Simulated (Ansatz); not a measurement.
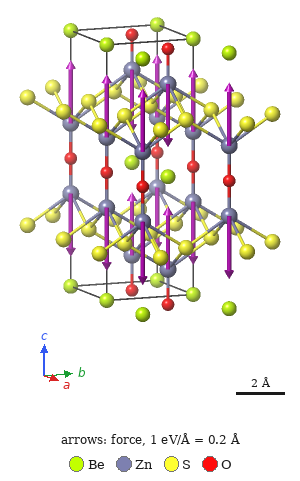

Starting geometry of solid BeZn$_{2}$S$_{2}$O (a generated structure, set up in I4/mmm) (coarse preliminary run) with the computed forces as purple arrows. Style: ball-and-stick. Shown: the conventional cell (2 times the calculation's cell), repeated 2 × 1 × 1 with one cell outlined, slightly off an axis. Lengths and directions refer to the drawn axes.

All numbers below come from Ansatz 0.2.0, DFT PBE, scalar-relativistic, plane waves, PAW. Settings: plane-wave cutoff 420 eV; k-point mesh 6 × 6 × 6; occupations gaussian; smearing width 0.1 eV; no spin polarisation; cell and atoms relaxed; force threshold 0.04 eV/Å; at most 70 steps.

Q: What follows when this structure is relaxed?

A: It isn't relaxed: the largest force vector, on Zn atoms, is 13.39 eV/Å. The atoms end up moving mostly along the starting forces (cosine between the two patterns 1.00). The largest moves relative to the cell, 0.19 Å, are those of Zn atoms. S and O and Be stay in place. Cell: a = b 3.919 → 4.278 Å (+9.2 %), c 10.843 → 12.139 Å (+12.0 %). Volume +33.4 %. Some distances before and after: O–Zn 1.494 → 1.868 Å, S–Zn 2.306 → 2.437 Å. Among the angles between lasting bonds that change: S–Zn–S 116.3° → 122.8°, Zn–S–Zn 116.3° → 122.8°, S–Zn–O 121.8° → 118.6°. The space group stays I4/mmm (No. 139). Over 6 accepted moves (8 points after the start) the energy falls by 842 meV per atom. The largest force component goes from 13 to 0.0067 eV/Å. The pressure goes from 49.68 to 0.12 GPa. At 2 points the geometry stayed and the basis and grid were re-selected for the new cell (energy shift of 17.9 meV per atom at most each time).
